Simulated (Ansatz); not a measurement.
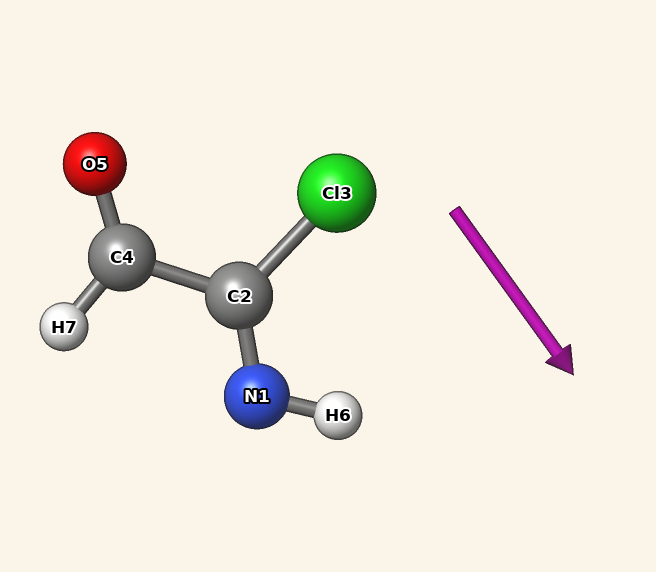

The arrow beside the molecule shows the direction of the dipole moment, from the negative to the positive end (its length means nothing). The geometry was computed by an optimisation with PBE0-D4/def2-TZVP. Level of theory: RKS ωB97M-V/def2-TZVPP (Ansatz 0.2.0).

Question: Estimate the dipole moment.

Answer: 1.98 D; it points from the side of O5 to the side of H6 (the outermost atoms at the two ends).
